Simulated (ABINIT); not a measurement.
# A GW chain in ABINIT: SrIBr (Pnma), part 2 of 2

Wanted: ground state, empty states, screening and self-energy for SrIBr (Pnma).

ABINIT 10.8.3; LDA and many-body steps on it, plane waves. Known limits of the many-body steps: not at the basis limit; no spin-orbit coupling; coarse k mesh.

So far. Step 2 (Ground state): The gap is direct, at Γ. Step 3 (Empty states on the mesh, 2×2×1 mesh, 326 bands): On this mesh the gap is 3.576 eV.

### Step 4. Screening, 2×2×1 mesh, 298 bands, screening to 89.8 eV

The RPA dielectric matrix is built and inverted for each q.

This step: RPA screening on LDA, plane waves, norm-conserving pseudopotentials.

Input file run.abi:

```
acell 3*1.0 Angstrom
rprim 
  8.169106000000 0.000000000000 0.000000000000
  0.000000000000 5.131914000000 0.000000000000
  0.000000000000 0.000000000000 11.030852000000
ntypat 3
znucl 38 53 35
natom 12
typat 1 1 1 1 2 2 2 2 3 3 3 3
xred 
  0.280131000000 0.750000000000 0.421100000000
  0.780131000000 0.750000000000 0.078900000000
  0.719869000000 0.250000000000 0.578900000000
  0.219869000000 0.250000000000 0.921100000000
  0.367160000000 0.750000000000 0.109521000000
  0.867160000000 0.750000000000 0.390479000000
  0.632840000000 0.250000000000 0.890479000000
  0.132840000000 0.250000000000 0.609521000000
  0.517796000000 0.750000000000 0.637160000000
  0.017796000000 0.750000000000 0.862840000000
  0.482204000000 0.250000000000 0.362840000000
  0.982204000000 0.250000000000 0.137160000000
pp_dirpath "pseudos"
pseudos "Sr.upf, I.upf, Br.upf"
ecut 31
ngkpt 2 2 1
nshiftk 1
shiftk 0 0 0
kptopt 1
chksymbreak 0
istwfk *1
occopt 1
irdwfk 1
optdriver 3
nband 298
ecuteps 3.3
inclvkb 2
awtr 1
symchi 1
indata_prefix "in"
outdata_prefix "out"
tmpdata_prefix "tmp"
```

The run is started by

```sh
OMP_NUM_THREADS=1 mpirun -n 4 abinit run.abi > log
```

Numbers of over 12 decimals in the logs are rounded to 6 here.

Log:

```text
.Version 10.8.3 of ABINIT. v10.8.2 released Aug 2026.

 Symmetries : space group Pn m a (# 62); Bravais oP (primitive ortho.)
[... echo of the input left out ...]
== DATASET  1 ==================================================================
-   mpi_nproc: 4, omp_nthreads: 1 (-1 if OMP is not activated)

--- !DatasetInfo
iteration_state: {dtset: 1, }
dimensions: {natom: 12, nkpt: 4, mband: 298, nsppol: 1, nspinor: 1, nspden: 1, mpw: 25776, }
cutoff_energies: {ecut:  31.0, pawecutdg:  -1.0, }
electrons: {nelect:   9.60000000E+01, charge:   0.00000000E+00, occopt:   1.00000000E+00, tsmear:   1.00000000E-02, }

 SCREENING: Calculation of the susceptibility and dielectric matrices

 Based on a program developped by R.W. Godby, V. Olevano, G. Onida, and L. Reining.
 Incorporated in ABINIT by V. Olevano, G.-M. Rignanese, and M. Torrent.
.Using double precision arithmetic ; gwpc =  8

[... cell and pseudopotentials left out ...]
--------------------------------------------------------------------------------

 ==== K-mesh for the wavefunctions ====
 Number of points in the irreducible wedge :     4
[... list of points left out ...]
 Together with  8 symmetry operations and time-reversal symmetry
 yields     4 points in the full Brillouin Zone.

 ==== Q-mesh for the screening function ====
 Number of points in the irreducible wedge :     4
[... list of points left out ...]
 Together with  8 symmetry operations and time-reversal symmetry
 yields     4 points in the full Brillouin Zone.

 setmesh: FFT mesh size selected  =    54x   36x   72
          total number of points  =       139968

 vcoul_init : cutoff-mode = AUXILIARY_FUNCTION
 q-points for optical limit:   1
     1)      0.000010    0.000020    0.000030

- screening: taking advantage of time-reversal symmetry
- Maximum band index for partially occupied states nbvw = 48
- Remaining bands to be divided among processors   nbcw = 250
- Number of bands treated by each node ~62

 Number of electrons calculated from density =   96.0000; Expected =   96.0000
 average of density, n =  0.030762
 r_s =    1.9799
 omega_plasma =   16.9185 [eV]

 calculating chi0 at frequencies [eV] :
  1    0.000000E+00    0.000000E+00
  2    0.000000E+00    1.691848E+01

--------------------------------------------------------------------------------
  q-point number  1        q = ( 0.000000, 0.000000, 0.000000) [r.l.u.]
--------------------------------------------------------------------------------
[... chi0 elements left out ...]
 For q-point:  0.000010 0.000020 0.000030
  dielectric constant =   3.7270
  dielectric constant without local fields =   4.4516

  Average fulfillment of the sum rule on Im[epsilon] for q-point    1 :     79.35  [%]
[... wings left out ...]
  q-point number  2        q = ( 0.500000, 0.000000, 0.000000) [r.l.u.]
--------------------------------------------------------------------------------
[... chi0 elements left out ...]
  Average fulfillment of the sum rule on Im[epsilon] for q-point    2 :     84.06  [%]

 [... 2 further q-points ...]
```

Wall time 11 min (4 MPI ranks of Arm Neoverse V2, shared host); peak memory 6.2 GiB; 44 min of CPU time.

Numbers from this step:

| Quantity | Value |
| --- | --- |
| ε∞ with local fields, on this mesh, along the program's q direction | 3.727 |
| the same without local fields | 4.452 |
| plasma frequency | 16.92 eV |
| plane waves in the screening matrix | 887 |

Local fields lower ε∞ by 16 %. On a Γ-centred mesh this coarse the value itself is usually too large, while a short band sum pulls it down.

### Step 5. Self-energy, 2×2×1 mesh, 298 bands, screening to 89.8 eV

The self-energy is evaluated for the states that the input lists, and the levels follow from it, in one-shot runs by the linearised quasiparticle equation.

This step: G0W0 on LDA, plane waves, norm-conserving pseudopotentials.

Edit run.abi of step 4 so:

```diff
@@ -33,8 +33,15 @@
 irdwfk 1
-optdriver 3
+optdriver 4
 nband 298
+gwcalctyp 0
+ecutsigx 31
+symsigma 1
+nkptgw 1
+kptgw 
+  0.0000000000 0.0000000000 0.0000000000
+bdgw 
+  47 50
 ecuteps 3.3
-inclvkb 2
-awtr 1
-symchi 1
+irdscr 1
+ppmodel 1
 indata_prefix "in"
```

Log:

```text
.Version 10.8.3 of ABINIT. v10.8.2 released Aug 2026.

 Symmetries : space group Pn m a (# 62); Bravais oP (primitive ortho.)
[... echo of the input left out ...]
== DATASET  1 ==================================================================
-   mpi_nproc: 4, omp_nthreads: 1 (-1 if OMP is not activated)

--- !DatasetInfo
iteration_state: {dtset: 1, }
dimensions: {natom: 12, nkpt: 4, mband: 298, nsppol: 1, nspinor: 1, nspden: 1, mpw: 25776, }
cutoff_energies: {ecut:  31.0, pawecutdg:  -1.0, }
electrons: {nelect:   9.60000000E+01, charge:   0.00000000E+00, occopt:   1.00000000E+00, tsmear:   1.00000000E-02, }

 SIGMA: Calculation of the GW corrections

 Based on a program developped by R.W. Godby, V. Olevano, G. Onida, and L. Reining.
 Incorporated in ABINIT by V. Olevano, G.-M. Rignanese, and M. Torrent.
.Using double precision arithmetic ; gwpc =  8

[... cell and pseudopotentials left out ...]
--------------------------------------------------------------------------------

 ==== K-mesh for the wavefunctions ====
 Number of points in the irreducible wedge :     4
[... list of points left out ...]
 Together with  8 symmetry operations and time-reversal symmetry
 yields     4 points in the full Brillouin Zone.

 ==== Q-mesh for screening function ====
 Number of points in the irreducible wedge :     4
[... list of points left out ...]
 Together with  8 symmetry operations and time-reversal symmetry
 yields     4 points in the full Brillouin Zone.

 vcoul_init : cutoff-mode = AUXILIARY_FUNCTION
 q-points for optical limit:   1
     1)      0.000010    0.000020    0.000030
 setmesh: FFT mesh size selected  =    80x   50x  108
          total number of points  =       432000

 Number of electrons calculated from density =   96.0000; Expected =   96.0000
 average of density, n =  0.030762
 r_s =    1.9799
 omega_plasma =   16.9185 [eV]

 === KS Band Gaps ===
  >>>> For spin  1
   Minimum direct gap =   3.5759 [eV], located at k-point      :   0.0000  0.0000  0.0000
   Fundamental gap    =   3.5759 [eV], Top of valence bands at :   0.0000  0.0000  0.0000
                                       Bottom of conduction at :   0.0000  0.0000  0.0000
 SIGMA fundamental parameters:
 PLASMON POLE MODEL  1
 number of plane-waves for SigmaX                25715
 number of plane-waves for SigmaC and W            887
 number of plane-waves for wavefunctions         25715
 number of bands                                   298
 number of independent spin polarizations            1
 number of spinorial components                      1
 number of k-points in IBZ                           4
 number of q-points in IBZ                           4
 number of symmetry operations                       8
 number of k-points in BZ                            4
 number of q-points in BZ                            4
 number of frequencies for dSigma/dE                 9
 frequency step for dSigma/dE [eV]                0.25
 number of omega for Sigma on real axis              0
 max omega for Sigma on real axis  [eV]           0.00
 zcut for avoiding poles [eV]                     0.10

 EPSILON^-1 parameters (SCR file):
 dimension of the eps^-1 matrix on file            887
 dimension of the eps^-1 matrix used               887
 number of plane-waves for wavefunctions         25715
 number of bands                                   298
 number of q-points in IBZ                           4
 number of frequencies                               2
 number of real frequencies                          1
 number of imag frequencies                          1

 matrix elements of self-energy operator (all in [eV])

 Perturbative Calculation

--- !SelfEnergy_ee
iteration_state: {dtset: 1, }
kpoint     : [   0.000,    0.000,    0.000, ]
spin       : 1
KS_gap     :    3.576
QP_gap     :    5.365
Delta_QP_KS:    1.789
data: !SigmaeeData |
     Band     E0 <VxcDFT>   SigX SigC(E0)      Z dSigC/dE  Sig(E)    E-E0       E
       47   1.380 -12.099 -15.227   2.221   0.803  -0.246 -12.828  -0.728   0.652
       48   1.471 -11.638 -14.603   2.064   0.805  -0.242 -12.363  -0.725   0.746
       49   5.047  -7.825  -3.556  -3.001   0.839  -0.192  -6.761   1.064   6.111
       50   5.551  -8.286  -3.771  -3.045   0.834  -0.199  -7.060   1.226   6.777

== END DATASET(S) ==============================================================
================================================================================

 -outvars: echo values of variables after computation  --------
           etotal      0.0000000000E+00
            nband         298
             nkpt           4
          spgroup          62
 [... the other variables as echoed above ...]

 Calculation completed.
```

Elapsed: 43 s, on 4 MPI ranks; peak memory 4.3 GiB.

Numbers from this step:

```yaml
g0w0_gap_on_the_points_computed: 5.365 eV
starting_gap_on_the_mesh: 3.576 eV
k_of_the_valence_top: 0, 0, 0
k_of_the_conduction_bottom: 0, 0, 0
z_at_the_valence_top: 0.805
z_at_the_conduction_bottom: 0.839
least_direct_g0w0_gap_on_the_computed_points: 5.365 eV
```

The gap on the mesh goes from 3.58 eV to 5.37 eV, a correction of +1.79 eV.

Limits: finite bands, cutoff and mesh; no spin-orbit coupling; coarse k mesh. v1 is the top filled band, c1 the lowest empty one. The levels before and after the correction (eV, zero at the valence-band top of each column):

```
           conduction bottom  valence top
Kohn-Sham               3.58         0.00
     G0W0               5.37         0.00
```

```
           level  energy (eV)
Kohn-Sham   Γ v2       -0.091
Kohn-Sham   Γ v1        0.000
Kohn-Sham   Γ c1        3.576
Kohn-Sham   Γ c2        4.080
     G0W0   Γ v2       -0.094
     G0W0   Γ v1        0.000
     G0W0   Γ c1        5.365
     G0W0   Γ c2        6.031
```

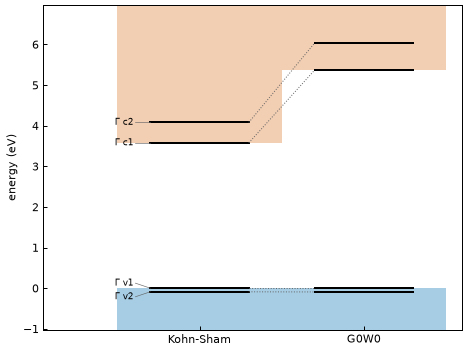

Levels before and after the correction. Shaded: valence and conduction bands.

### Step 6. Where the time went

Times are wall times on 4 MPI ranks of Arm Neoverse V2, shared host, good to a factor of about two.

| step | time | share | memory (GiB) |
| --- | --- | --- | --- |
| ground state | 2.7 min | 12 % | 0.93 |
| empty states on the mesh | 8.5 min | 37 % | 1.1 |
| screening | 11 min | 48 % | 6.2 |
| self-energy | 43 s | 3 % | 4.3 |

### Step 7. What came out

| Quantity | Value |
| --- | --- |
| LDA gap | 3.58 eV, direct |
| G0W0 gap on the mesh | 5.37 eV |
| GW settings | 2×2×1 mesh, 298 bands, screening to 89.8 eV, Godby-Needs plasmon pole |
| known limits | not at the basis limit; no spin-orbit coupling; coarse k mesh |

In words: G0W0 moves the gap on the mesh from 3.58 eV to 5.37 eV (+1.79 eV), with Z of 0.81 and 0.84 at the edges. Local fields lower the RPA ε∞ on this mesh from 4.45 to 3.73; a Γ-centred mesh this coarse tends to raise both, most where the direct gap is narrow, while a short band sum lowers them. Only 1 of the mesh's irreducible points was corrected, so a valley elsewhere could overtake. Bands and cutoff are finite, so the gap is not at the basis limit. The miss can reach some tenths of an eV and take either sign; the mesh is an error of its own. In the G0W0 run levels were corrected at 1 k point alone, so a gap called «on the mesh» is the least over those, and an edge elsewhere would be missed. The 2×2×1 mesh is coarse for this cell, which bears on the long-range parts of exchange and screening. The many-body steps are scalar-relativistic: spin-orbit coupling is not in them.

[Paths, hosts, dates, memory and timing lines, banners, echoed tables and standing remarks are left out of the program output.]

[Logs are printed without paths, hosts, clocks, repeated set-up lines and the standing remarks that a program may print on its own settings, such as how far it seeks lower states.]

[Runs of the session that timed out or met a known fault of the program may be left out.]

[Hosts, paths, dates, database ids (printed as entryN), source tags and the programs' standing remarks are cut or masked in the printed files.]

[G0W0 gaps are taken among the corrected bands and points alone; a level outside them can change the order at an edge.]

[Where Ansatz stands beside ABINIT at settings called matched, ABINIT's density can come from a denser mesh and the files from another edition; pairs whose starting gaps differed by over 0.03 eV were left out, so agreement reads better than it is.]
